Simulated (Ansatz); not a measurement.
# AlCNClOF (SMILES O=C=[N][Al]([F])[Cl]): B3LYP/6-31G(d) (Cartesian functions)

Aim: the vertical singlet–triplet gap of AlCNClOF at B3LYP/6-31G* (Cartesian functions), from 2 runs. 

Program for the calculation: Ansatz 0.2.0.

140 further runs of the same task are left out: 2 that didn't finish, 138 set aside as unsound or not needed. Runs told in other sessions of the task aren't counted.

## 1. Starting point

The species is AlCNClOF (6 atoms), meant as a singlet with charge 0. As SMILES, `O=C=[N][Al]([F])[Cl]`. The coordinates come from a PBE0-D4/def2-TZVP relaxation. This is one conformer, not always the lowest.

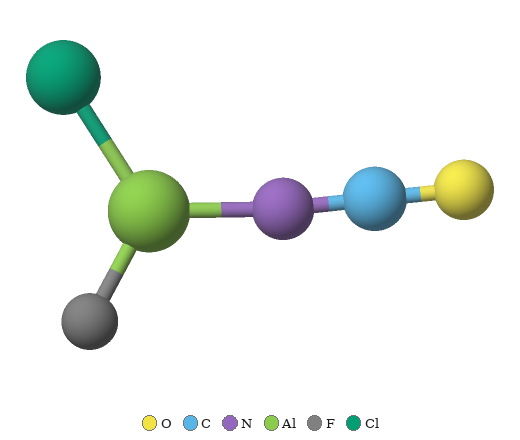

The structure, seen from a chosen angle (oxygen yellow, carbon blue, nitrogen purple, aluminium green, fluorine grey, chlorine teal).

## 2. A single-point energy at B3LYP/6-31G(d) (Cartesian functions)

File input.yaml:

```yaml
crystal:
  periodic: [false, false, false]
  atoms:
    - {symbol: O, position_ang: [-1.726000, -0.301300, 2.353900]}
    - {symbol: C, position_ang: [-1.034500, -0.244700, 1.421600]}
    - {symbol: "N", position_ang: [-0.321400, -0.196300, 0.461800]}
    - {symbol: Al, position_ang: [0.694800, 0.033100, -0.933400]}
    - {symbol: F, position_ang: [1.379200, -1.268200, -1.642400]}
    - {symbol: Cl, position_ang: [1.050000, 1.913400, -1.707800]}
basis:
  gaussian:
    orbitals: "6-31G*"
hamiltonian:
  xc: {name: B3LYP}
accuracy: high
output: {orbitals: {seedname: orbitals}}
```

Started as:

```
$ ansatz run input.yaml --threads 1 --pin off --max-ram 3480MiB --events-out events.jsonl --progress --plain --runs-dir runs
```

Standard output:

```text
Warning: RAYON_NUM_THREADS=1 ignored (pool sized by the plan → 1); use --threads N
Functional definition: B3LYP
  name "B3LYP"
  parameter a0 = 0.2
  parameter ax = 0.72
  parameter ac = 0.81
  exchange = (1 - a0 - ax)*slater_x + ax*b88_x + a0*exact_x
  correlation = (1 - ac)*vwn_rpa_c + ac*lyp_c
1885 factors; integrals over basis functions are off by at most 3.8e-9 eV
mean field evaluation 1: about -26407.7729 eV, gradient 6.7e1 eV
mean field evaluation 2: about -26398.0703 eV, gradient 9.9e1 eV
mean field evaluation 4: about -26415.4457 eV, gradient 3.8e0 eV
mean field evaluation 8: about -26415.5413 eV, gradient 5.3e-1 eV
mean field evaluation 16: about -26415.5419 eV, gradient 1.1e-5 eV
mean field -26415.54189534 eV, -970.7532595565 hartree, gradient 1.9e-8 eV, S^2 0.000000; 0 other end points of the search recorded, 0 dependent functions left out
reference -26415.54193355 eV, -970.7532609605 hartree; 30, 30 occupied and 68, 68 virtual orbitals, 1885 factors
Total energy: -26415.54193355 eV, -970.7532609605 hartree
```

Wall time 8.7 s (1 thread of Arm Neoverse V2, shared host); peak memory 0.33 GiB.

## 3. The triplet, same level

File run.yaml:

```yaml
crystal:
  periodic: [false, false, false]
  atoms:
    - {symbol: O, position_ang: [-1.726000, -0.301300, 2.353900]}
    - {symbol: C, position_ang: [-1.034500, -0.244700, 1.421600]}
    - {symbol: "N", position_ang: [-0.321400, -0.196300, 0.461800]}
    - {symbol: Al, position_ang: [0.694800, 0.033100, -0.933400]}
    - {symbol: F, position_ang: [1.379200, -1.268200, -1.642400]}
    - {symbol: Cl, position_ang: [1.050000, 1.913400, -1.707800]}
basis:
  gaussian:
    orbitals: "6-31G*"
magnetization:
  spin_polarized: true
  initial_magnetization: 2
hamiltonian:
  xc: {name: B3LYP}
accuracy: high
output:
  orbitals: {seedname: orbitals}
```

Started as:

```
$ ansatz run run.yaml --threads 1 --pin off --max-ram 3480MiB --events-out events.jsonl --progress --plain --runs-dir runs
```

Standard output, shortened:

```text
Warning: RAYON_NUM_THREADS=1 ignored (pool sized by the plan → 1); use --threads N
Functional definition: B3LYP
  name "B3LYP"
[...]
1885 factors; integrals over basis functions are off by at most 3.8e-9 eV
[...]
mean field -26409.30390666 eV, -970.5240177007 hartree, gradient 1.8e-8 eV, S^2 2.005469; 17 other end points of the search recorded, 0 dependent functions left out
reference -26409.30394445 eV, -970.5240190894 hartree; 31, 29 occupied and 67, 69 virtual orbitals, 1885 factors
Total energy: -26409.30394445 eV, -970.5240190894 hartree
```

Run time: 2.8 min. Hardware: 1 thread of Arm Neoverse V2, shared host; peak memory 0.64 GiB.

## 4. Outcome

Level: B3LYP/6-31G* (Cartesian functions).

| quantity | value |
| --- | --- |
| singlet: total energy | -970.75326 Eh |
| singlet: HOMO energy | -8.68 eV |
| singlet: LUMO energy | -1.28 eV |
| singlet: HOMO–LUMO gap | 7.40 eV |
| triplet: total energy | -970.52402 Eh |
| triplet: HOMO energy (highest over α and β) | -3.08 eV |
| triplet: ⟨S²⟩ | 2.005 |
| vertical energy of the triplet above the singlet | 6.238 eV |

**Reading.** At this shape the triplet lies 6.24 eV (602 kJ/mol) above the singlet.
